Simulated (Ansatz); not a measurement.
**Nudged elastic band, with input and output: SiH$_{2}$ClF**

The run: nudged elastic band of SiH$_{2}$ClF. Method and program: RKS BLYP-D4/def2-SVP (Ansatz 0.2.0).

One setting was made poor on purpose. It belongs to a series of runs on one base structure; here: band between the two ends. Figures and captions count atoms from 1; the log counts them from 0 in places.

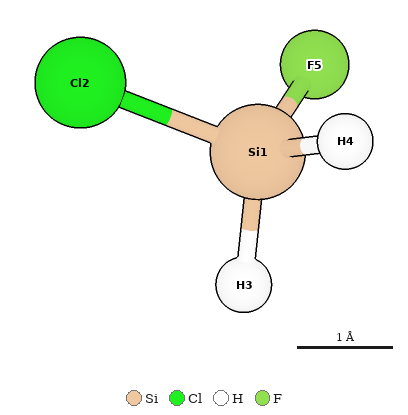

Fig. 1: The input geometry (ball-and-stick view, seen at a tilt; atoms are numbered from 1 in the order of the input). Bond lengths as drawn: Cl–Si 2.08 Å, F–Si 1.63 Å and H–Si 1.49 Å.

## Input file
```yaml
crystal:
  periodic: [false, false, false]
  atoms:
    - { symbol: Si, position_ang: [0.299901, 0.019022, 0.094234] }
    - { symbol: Cl, position_ang: [0.671769, -0.000298, 2.136021] }
    - { symbol: H, position_ang: [1.598782, -0.025191, -0.637627] }
    - { symbol: H, position_ang: [-0.523562, 1.216352, -0.24083] }
    - { symbol: F, position_ang: [-0.55629, -1.315884, -0.297097] }
basis:
  gaussian: { orbitals: def2-SVP }
hamiltonian:
  xc: blyp
  dispersion: d4
neb:
  order_check: false
  images: 7
  f_tol: 0.5
  max_iterations: 60
  final_atoms:
    - { symbol: Si, position_ang: [-0.32510408, 0.1926788, -0.83590877] }
    - { symbol: Cl, position_ang: [1.46972896, 0.20102613, 1.41350671] }
    - { symbol: H, position_ang: [2.48623415, -0.29896984, 0.76862392] }
    - { symbol: H, position_ang: [-1.13945422, 1.07572522, 0.16208053] }
    - { symbol: F, position_ang: [-1.00080481, -1.27645932, -0.45360139] }
  initial_path:
    images:
      - { positions_ang: [[0.299901, 0.019022, 0.094234], [0.671769, -0.000298, 2.136021], [1.598782, -0.025191, -0.637627], [-0.523562, 1.216352, -0.24083], [-0.55629, -1.315884, -0.297097]] }
      - { positions_ang: [[0.22490942, 0.01416586, 0.07068862], [0.82172592, 0.00014532, 2.0901197], [1.61305031, -0.01847475, -0.44883418], [-0.56500559, 1.20978088, -0.30217267], [-0.60408006, -1.3116163, -0.35510047]] }
      - { positions_ang: [[0.14991783, 0.00930972, 0.04714323], [0.97168284, 0.00058864, 2.04421841], [1.62731863, -0.01175851, -0.26004136], [-0.60644918, 1.20320976, -0.36351535], [-0.65187012, -1.3073486, -0.41310393]] }
      - { positions_ang: [[0.07492625, 0.00445358, 0.02359785], [1.12163976, 0.00103195, 1.99831711], [1.64158694, -0.00504226, -0.07124853], [-0.64789277, 1.19663864, -0.42485802], [-0.69966018, -1.30308091, -0.4711074]] }
      - { positions_ang: [[-6.534e-05, -0.00040256, 5.246e-05], [1.27159668, 0.00147527, 1.95241581], [1.65585525, 0.00167398, 0.11754429], [-0.68933636, 1.19006752, -0.4862007], [-0.74745023, -1.29881321, -0.52911086]] }
      - { positions_ang: [[-0.08132502, 0.04786778, -0.20893784], [1.32112975, 0.05136299, 1.81768854], [1.86344998, -0.07348697, 0.2803142], [-0.80186583, 1.16148194, -0.32413039], [-0.81078888, -1.29322474, -0.5102335]] }
      - { positions_ang: [[-0.16258471, 0.09613812, -0.41792815], [1.37066282, 0.1012507, 1.68296126], [2.0710447, -0.14864793, 0.4430841], [-0.91439529, 1.13289637, -0.16206009], [-0.87412752, -1.28763626, -0.49135613]] }
      - { positions_ang: [[-0.24384439, 0.14440846, -0.62691846], [1.42019589, 0.15113841, 1.54823398], [2.27863942, -0.22380888, 0.60585401], [-1.02692475, 1.1043108, 1.022e-05], [-0.93746617, -1.28204779, -0.47247876]] }
      - { positions_ang: [[-0.32510408, 0.1926788, -0.83590877], [1.46972896, 0.20102613, 1.41350671], [2.48623415, -0.29896984, 0.76862392], [-1.13945422, 1.07572522, 0.16208053], [-1.00080481, -1.27645932, -0.45360139]] }
```

Run on 1 thread of Arm Neoverse V2, 24 GiB of memory available, shared host.

Run as:
```bash
ansatz run input.yaml --threads 1 --pin off --max-ram 2048MiB --backend cpu --events-out ev --progress --plain --runs-dir out
```

## Log
```
Engine: ansatz 0.2.0, aarch64-unknown-linux-gnu
Functional definition: BLYP
  parameter beta = 0.0042
  parameter a = 0.04918
  parameter b = 0.132
  parameter c = 0.2533
  parameter d = 0.349
  exchange = b88_x(beta = beta)
  correlation = lyp_c(a = a, b = b, c = c, d = d)
655 factors; their error is unknown
mean field evaluation 1: about -23141.3590 eV, gradient 3.3e1 eV
mean field evaluation 2: about -23135.3274 eV, gradient 7.2e1 eV
mean field evaluation 4: about -23143.2223 eV, gradient 1.8e0 eV
mean field evaluation 8: about -23143.2304 eV, gradient 2.7e-2 eV
mean field evaluation 16: about -23143.1785 eV, gradient 3.1e-5 eV
mean field -23143.17847737 eV, -850.4961220335 hartree, gradient 3.1e-5 eV, S^2 0.000000; 0 other end points of the search recorded, 0 dependent functions left out
the calculation of the forces begins
reference -23143.17874211 eV, -850.4961317624 hartree; 21, 21 occupied and 39, 39 virtual orbitals, 655 factors
655 factors; their error is unknown
mean field evaluation 32: about -23140.5712 eV, gradient 1.4e-5 eV
mean field -23140.57119616 eV, -850.4003062165 hartree, gradient 1.4e-5 eV, S^2 0.000000; 0 other end points of the search recorded, 0 dependent functions left out
the calculation of the forces begins
reference -23140.57148913 eV, -850.4003169829 hartree; 21, 21 occupied and 39, 39 virtual orbitals, 655 factors
NEB end point (image 0): max|allowed force component| = 1.433e-2 eV/Å (the criterion of neb.relax_end_points is 1.000e-1)
NEB end point (image 8): max|allowed force component| = 1.925e-2 eV/Å (the criterion of neb.relax_end_points is 1.000e-1)
655 factors; their error is unknown
mean field -23143.02305509 eV, -850.4904103700 hartree, gradient 2.8e-5 eV, S^2 0.000000; 0 other end points of the search recorded, 0 dependent functions left out
the calculation of the forces begins
reference -23143.02331998 eV, -850.4904201046 hartree; 21, 21 occupied and 39, 39 virtual orbitals, 655 factors
655 factors; their error is unknown
mean field evaluation 64: about -23142.5222 eV, gradient 3.1e-5 eV
mean field -23142.52215266 eV, -850.4720025453 hartree, gradient 3.1e-5 eV, S^2 0.000000; 0 other end points of the search recorded, 0 dependent functions left out
the calculation of the forces begins
reference -23142.52241892 eV, -850.4720123301 hartree; 21, 21 occupied and 39, 39 virtual orbitals, 655 factors
655 factors; their error is unknown
mean field -23141.62843352 eV, -850.4391589726 hartree, gradient 4.1e-5 eV, S^2 0.000000; 0 other end points of the search recorded, 0 dependent functions left out
the calculation of the forces begins
reference -23141.62869829 eV, -850.4391687028 hartree; 21, 21 occupied and 39, 39 virtual orbitals, 655 factors
655 factors; their error is unknown
mean field evaluation 96: about -23140.3750 eV, gradient 7.0e-5 eV
mean field -23140.37495204 eV, -850.3930943780 hartree, gradient 7.0e-5 eV, S^2 0.000000; 0 other end points of the search recorded, 0 dependent functions left out
the calculation of the forces begins
reference -23140.37521843 eV, -850.3931041676 hartree; 21, 21 occupied and 39, 39 virtual orbitals, 655 factors
655 factors; their error is unknown
mean field -23138.89519536 eV, -850.3387143229 hartree, gradient 5.1e-5 eV, S^2 0.000000; 0 other end points of the search recorded, 0 dependent functions left out
the calculation of the forces begins
reference -23138.89546453 eV, -850.3387242150 hartree; 21, 21 occupied and 39, 39 virtual orbitals, 655 factors
655 factors; their error is unknown
mean field -23138.95614458 eV, -850.3409541654 hartree, gradient 2.2e-5 eV, S^2 0.000000; 0 other end points of the search recorded, 0 dependent functions left out
the calculation of the forces begins
reference -23138.95641732 eV, -850.3409641886 hartree; 21, 21 occupied and 39, 39 virtual orbitals, 655 factors
655 factors; their error is unknown
mean field evaluation 128: about -23138.0169 eV, gradient 3.4e1 eV
mean field -23140.05025293 eV, -850.3811619059 hartree, gradient 4.6e-5 eV, S^2 0.000000; 0 other end points of the search recorded, 0 dependent functions left out
the calculation of the forces begins
reference -23140.05053885 eV, -850.3811724132 hartree; 21, 21 occupied and 39, 39 virtual orbitals, 655 factors
NEB iter   1: max|band force component| = 7.573e0 eV/Å  barrier→ = 4.2745 eV  barrier← = 1.6626 eV  Δτ_max = 0.1980 Å  (218 SCF iters)
these checks for a lower state are left out or cut short: starts, cluster_reference, orbital_swaps, neighbouring_geometries, increment
655 factors; their error is unknown
[...]
NEB iter   2: max|band force component| = 3.847e0 eV/Å  barrier→ = 3.1233 eV  barrier← = 0.5114 eV  Δτ_max = 0.1975 Å  (213 SCF iters)
NEB iter   3: max|band force component| = 2.568e0 eV/Å  barrier→ = 3.2012 eV  barrier← = 0.5893 eV  Δτ_max = 0.1880 Å  (210 SCF iters)
NEB iter   4: max|band force component| = 1.472e0 eV/Å  barrier→ = 2.8324 eV  barrier← = 0.2205 eV  Δτ_max = 0.0858 Å  (214 SCF iters)
NEB iter   5: max|band force component| = 1.211e0 eV/Å  barrier→ = 2.7946 eV  barrier← = 0.1827 eV  Δτ_max = 0.0431 Å  (189 SCF iters)
[...]
the calculation of the forces begins
reference -23140.40324911 eV, -850.3941342759 hartree; 21, 21 occupied and 39, 39 virtual orbitals, 655 factors
these checks for a lower state are left out or cut short: starts, cluster_reference, orbital_swaps, neighbouring_geometries, increment
655 factors; their error is unknown
mean field evaluation 384: about -23140.4657 eV, gradient 2.1e-5 eV
mean field -23140.46567893 eV, -850.3964285298 hartree, gradient 2.7e-5 eV, S^2 0.000000; 0 other end points of the search recorded, 0 dependent functions left out
the calculation of the forces begins
reference -23140.46595698 eV, -850.3964387478 hartree; 21, 21 occupied and 39, 39 virtual orbitals, 655 factors
these checks for a lower state are left out or cut short: starts, cluster_reference, orbital_swaps, neighbouring_geometries, increment
655 factors; their error is unknown
mean field -23140.50376143 eV, -850.3978280359 hartree, gradient 6.6e-6 eV, S^2 0.000000; 0 other end points of the search recorded, 0 dependent functions left out
the calculation of the forces begins
reference -23140.50404956 eV, -850.3978386244 hartree; 21, 21 occupied and 39, 39 virtual orbitals, 655 factors
these checks for a lower state are left out or cut short: starts, cluster_reference, orbital_swaps, neighbouring_geometries, increment
655 factors; their error is unknown
mean field -23140.54966017 eV, -850.3995147833 hartree, gradient 5.7e-6 eV, S^2 0.000000; 0 other end points of the search recorded, 0 dependent functions left out
the calculation of the forces begins
reference -23140.54995244 eV, -850.3995255242 hartree; 21, 21 occupied and 39, 39 virtual orbitals, 655 factors
655 factors; their error is unknown
mean field evaluation 416: about -23142.9519 eV, gradient 7.0e-4 eV
mean field -23142.95194981 eV, -850.4877972993 hartree, gradient 9.8e-6 eV, S^2 0.000000; 1 other end points of the search recorded, 0 dependent functions left out
the calculation of the forces begins
reference -23142.95221456 eV, -850.4878070287 hartree; 21, 21 occupied and 39, 39 virtual orbitals, 655 factors
655 factors; their error is unknown
mean field -23142.12159742 eV, -850.4572824118 hartree, gradient 1.2e-5 eV, S^2 0.000000; 1 other end points of the search recorded, 0 dependent functions left out
the calculation of the forces begins
reference -23142.12185984 eV, -850.4572920557 hartree; 21, 21 occupied and 39, 39 virtual orbitals, 655 factors
655 factors; their error is unknown
mean field evaluation 448: about -23140.9081 eV, gradient 8.1e-3 eV
mean field -23140.90807108 eV, -850.4126861413 hartree, gradient 1.3e-5 eV, S^2 0.000000; 1 other end points of the search recorded, 0 dependent functions left out
the calculation of the forces begins
reference -23140.90833234 eV, -850.4126957424 hartree; 21, 21 occupied and 39, 39 virtual orbitals, 655 factors
655 factors; their error is unknown
mean field -23140.46567893 eV, -850.3964285298 hartree, gradient 2.6e-5 eV, S^2 0.000000; 1 other end points of the search recorded, 0 dependent functions left out
the calculation of the forces begins
reference -23140.46595698 eV, -850.3964387478 hartree; 21, 21 occupied and 39, 39 virtual orbitals, 655 factors
655 factors; their error is unknown
mean field evaluation 480: about -23140.5037 eV, gradient 8.5e-2 eV
mean field -23140.50376143 eV, -850.3978280359 hartree, gradient 6.5e-6 eV, S^2 0.000000; 1 other end points of the search recorded, 0 dependent functions left out
the calculation of the forces begins
reference -23140.50404956 eV, -850.3978386244 hartree; 21, 21 occupied and 39, 39 virtual orbitals, 655 factors
655 factors; their error is unknown
mean field -23140.54966017 eV, -850.3995147833 hartree, gradient 5.6e-6 eV, S^2 0.000000; 1 other end points of the search recorded, 0 dependent functions left out
the calculation of the forces begins
reference -23140.54995244 eV, -850.3995255242 hartree; 21, 21 occupied and 39, 39 virtual orbitals, 655 factors
655 factors; their error is unknown
mean field evaluation 512: about -23140.4379 eV, gradient 2.1e0 eV
mean field -23140.40298182 eV, -850.3941244532 hartree, gradient 1.6e-5 eV, S^2 0.000000; 1 other end points of the search recorded, 0 dependent functions left out
the calculation of the forces begins
reference -23140.40324911 eV, -850.3941342759 hartree; 21, 21 occupied and 39, 39 virtual orbitals, 655 factors
NEB iter   6: max|band force component| = 4.244e-1 eV/Å  barrier→ = 2.7683 eV  barrier← = 0.1565 eV  CI = image 4  Δτ_max = 0.0000 Å  (367 SCF iters)
```

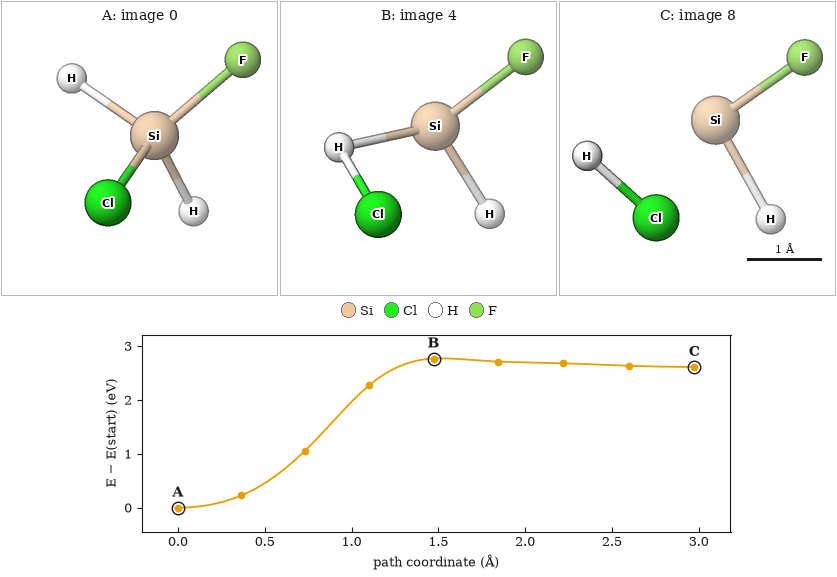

Fig. 2: Images of the last band (counted from 0; ball-and-stick, seen at a tilt) above the energy along the path; the line is a cubic interpolation that uses the forces. The highest image is number 4, 2.768 eV above the start and 0.156 eV above the end (the climbing image); the end lies 2.612 eV above the start. The path is 2.97 Å long. The band converged in 6 iterations.

```
Total energy: -23140.60267124 eV, -850.4014629043 hartree
Atom 0 at     0.181995     0.009419    -0.503800 Å, force    -0.091369    -0.073521    -0.104878 eV/Å
Atom 1 at     1.257142     0.059739     1.842094 Å, force     0.018470     0.056655     0.403216 eV/Å
Atom 2 at     1.646803    -0.039493     0.366520 Å, force    -0.060787    -0.085690    -0.296639 eV/Å
Atom 3 at    -0.769653     1.155843    -0.227075 Å, force     0.003395     0.111508     0.021025 eV/Å
Atom 4 at    -0.825687    -1.291507    -0.423039 Å, force     0.130290    -0.008952    -0.022723 eV/Å
Dipole moment:     0.096579     0.185480    -0.238599 e Å
this run last wrote the band of iteration 6 to [file]
```

## The last band as extended XYZ (Å, eV, eV/Å)
```
5
Properties=species:S:1:pos:R:3:forces:R:3 image=0 energy=-23143.37075
Si    0.2999    0.0190    0.0942   -0.0040  -0.0028  -0.0143
Cl    0.6718   -0.0003    2.1360    0.0028   0.0037   0.0083
H     1.5988   -0.0252   -0.6376   -0.0035  -0.0022   0.0040
H    -0.5236    1.2164   -0.2408    0.0015   0.0016   0.0047
F    -0.5563   -1.3159   -0.2971    0.0033  -0.0004  -0.0026
5
Properties=species:S:1:pos:R:3:forces:R:3 image=1 energy=-23143.14348
Si    0.2571    0.0180    0.0525    0.1635  -0.0064   0.4455
Cl    0.8420    0.0228    2.0516   -0.5503  -0.0552   0.4153
H     1.6677   -0.0440   -0.3960   -0.1543   0.0077  -0.9758
H    -0.6301    1.1760   -0.2739    0.2549   0.0651  -0.0177
F    -0.6461   -1.2788   -0.3796    0.2862  -0.0111   0.1327
5
Properties=species:S:1:pos:R:3:forces:R:3 image=2 energy=-23142.31222
Si    0.2295    0.0103   -0.0644    0.1336  -0.0586   1.5853
Cl    0.9842    0.0376    1.9459   -1.1017  -0.0528   0.8604
H     1.7076   -0.0407   -0.1263    0.0107  -0.0926  -2.2543
H    -0.7001    1.1643   -0.2756    0.3659   0.0756  -0.2242
F    -0.7306   -1.2775   -0.4249    0.5916   0.1284   0.0328
5
Properties=species:S:1:pos:R:3:forces:R:3 image=3 energy=-23141.09978
Si    0.2145    0.0080   -0.2756    0.0466  -0.1255   1.4701
Cl    1.1118    0.0483    1.8879   -0.8671   0.0154   0.7309
H     1.6909   -0.0370    0.1295    0.0910  -0.1349  -1.9225
H    -0.7390    1.1649   -0.2520    0.2287   0.1338  -0.2091
F    -0.7876   -1.2901   -0.4351    0.5008   0.1112  -0.0694
5
Properties=species:S:1:pos:R:3:forces:R:3 image=4 energy=-23140.60240
Si    0.1820    0.0094   -0.5038   -0.0914  -0.0735  -0.1049
Cl    1.2571    0.0597    1.8421    0.0185   0.0567   0.4032
H     1.6468   -0.0395    0.3665   -0.0608  -0.0857  -0.2966
H    -0.7697    1.1558   -0.2271    0.0034   0.1115   0.0210
F    -0.8257   -1.2915   -0.4230    0.1303  -0.0090  -0.0227
5
Properties=species:S:1:pos:R:3:forces:R:3 image=5 energy=-23140.65927
Si    0.0471    0.0306   -0.6867    0.1708  -0.1359  -0.1730
Cl    1.4578    0.0896    1.8218    0.0892  -0.0004   0.0296
H     1.7744   -0.0642    0.5133   -0.0034   0.0049   0.0726
H    -0.8721    1.1223   -0.1536   -0.1877   0.2236   0.0829
F    -0.9166   -1.2843   -0.4401   -0.0689  -0.0922  -0.0121
5
Properties=species:S:1:pos:R:3:forces:R:3 image=6 energy=-23140.69033
Si   -0.0906    0.0608   -0.7503   -0.1117   0.0248   0.0083
Cl    1.5215    0.0743    1.7565    0.0030  -0.0013  -0.0180
H     2.0805   -0.0863    0.5800    0.0668  -0.0019   0.0515
H    -1.0121    1.1306   -0.0862    0.0330  -0.0615  -0.0343
F    -1.0086   -1.2855   -0.4453    0.0088   0.0400  -0.0074
5
Properties=species:S:1:pos:R:3:forces:R:3 image=7 energy=-23140.73668
Si   -0.2185    0.1103   -0.7905    0.0531   0.0401  -0.0790
Cl    1.4750    0.0741    1.5910   -0.0110   0.0029  -0.0522
H     2.3657   -0.1274    0.6618    0.0729  -0.0143   0.0609
H    -1.0745    1.1128    0.0313   -0.0632   0.0224   0.0404
F    -1.0571   -1.2758   -0.4388   -0.0518  -0.0511   0.0299
5
Properties=species:S:1:pos:R:3:forces:R:3 image=8 energy=-23140.75887
Si   -0.3251    0.1927   -0.8359    0.0016   0.0192  -0.0003
Cl    1.4697    0.2010    1.4135    0.0067   0.0005  -0.0026
H     2.4862   -0.2990    0.7686   -0.0026  -0.0009   0.0044
H    -1.1395    1.0757    0.1621    0.0009  -0.0058  -0.0047
F    -1.0008   -1.2765   -0.4536   -0.0066  -0.0130   0.0032
```

## Key numbers

- outcome: converged
- barrier, forward: 2.768 eV
- barrier, backward: 0.157 eV
- wall time: 49 s
- peak memory: 0.1 GiB

A deliberately poor setting: loose force. The order of the saddle point was not checked.
